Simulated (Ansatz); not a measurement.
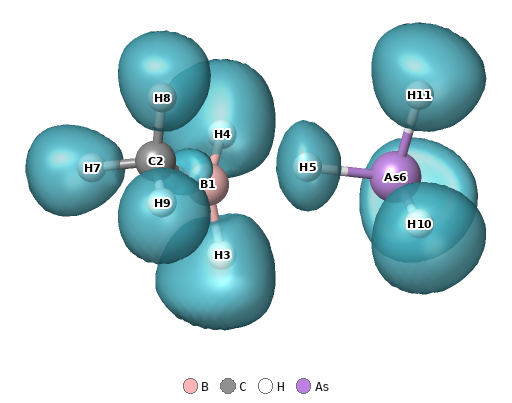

Figure. CH$_{5}$B···AsH$_{3}$. Isosurface of the electron localisation function at 0.9 (cyan), seen from one side. Only the valence region is drawn (cores and ρ < 0.01 e/Å³ removed).

The reactant side of a reaction path; geometry: PBE0-D4/def2-TZVP.

Level of theory: RKS PBE0-D4/def2-TZVPP (Ansatz 0.2.0).

Input file:

```
crystal:
  periodic: [false, false, false]
  atoms:
    - {symbol: B, position_ang: [0.735427, -0.535707, -0.613362]}
    - {symbol: C, position_ang: [1.133041, -0.773460, 0.877921]}
    - {symbol: H, position_ang: [1.262372, 0.330141, -1.255832]}
    - {symbol: H, position_ang: [0.079937, -1.346341, -1.207894]}
    - {symbol: H, position_ang: [-0.752724, 0.528665, -0.105787]}
    - {symbol: As, position_ang: [-1.771858, 1.219487, -1.028746]}
    - {symbol: H, position_ang: [2.031870, -1.409167, 0.805789]}
    - {symbol: H, position_ang: [0.409382, -1.339655, 1.466918]}
    - {symbol: H, position_ang: [1.438511, 0.120045, 1.425212]}
    - {symbol: H, position_ang: [-1.653729, 2.497435, -0.207379]}
    - {symbol: H, position_ang: [-2.912230, 0.708559, -0.156842]}
basis:
  gaussian: {orbitals: def2-TZVPP}
hamiltonian: {xc: pbe0, dispersion: d4}
output: {orbitals: {seedname: orbitals}}
```

Command:

```sh
ansatz run in.yaml --threads 4 --pin off --events-out ev --progress --plain --max-ram 9574MiB
```

What do the ELF domains correspond to?

Answer. The surface consists of one region between bonded B–C atoms (shared pairs), eight regions around hydrogen nuclei and one lobe on As, pointing away from the bonds (lone pairs). Profiles from the grid: B1···H5 (1.90 Å): the ELF climbs to about 1 towards the hydrogen, as it does in any bond to H. C–B (1.56 Å): the ELF peaks at about 0.95 between the atoms; localised, covalent bonding.
